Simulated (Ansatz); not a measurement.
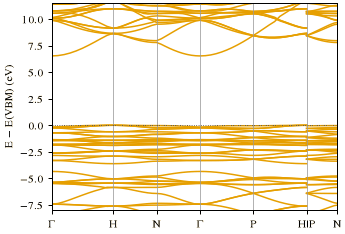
*Band structure from DFT-r²SCAN in the program Ansatz with PAW potentials*

Task: Read off the gap and where the band edges lie.

Result: About 6.5 eV (6.53 eV by a search for the band edges); maximum at H, minimum at Γ.

The material is SiO₂ in space group I-43m (No. 217; Si on 12d, O on 24g).

The workflow started from a Materials Project entry (that database holds measured and hypothetical structures alike); the Crystallography Open Database copy checked does not list it. It is not the phase usual at ambient conditions (space group No. 92, 152, 154). Symmetry was held in the r²SCAN relaxation; whether a distortion lowers the energy is not shown.

Potentials: the earlier of the program's two PAW sets. The files were generated under PBE; for other functionals the program regenerates the frozen cores, and for LDA and PBEsol the local potential too.
